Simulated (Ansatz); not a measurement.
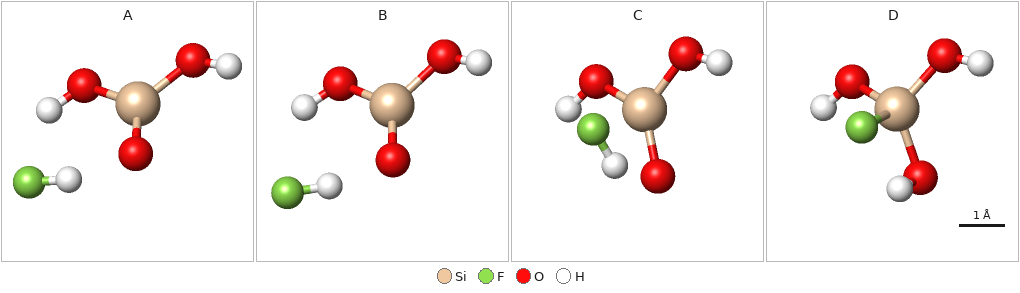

4 geometries from a converged minimum-energy path of SiH$_{3}$O$_{3}$F, shuffled. Style: ball-and-stick. Shown at a tilt.

These are results of RKS B3LYP/def2-mTZVP (Ansatz 0.2.0), not measurements. Set-up: 7 movable images; climbing image; force threshold 0.03 eV/Å; iteration limit 60; starting path through a guess of the saddle point.

### One of them is the converged climbing image. Which?

C. In order along the path, whose images run from 0 to 8: D (image 2, +57.3 kJ/mol), C (image 4, +263.2 kJ/mol), B (image 7, +249.0 kJ/mol), A (image 8, +241.8 kJ/mol). Breaking: H–O (0.96 → 1.62 Å), F–Si (1.61 → 3.06 Å). Forming: F–H (2.63 → 0.97 Å).
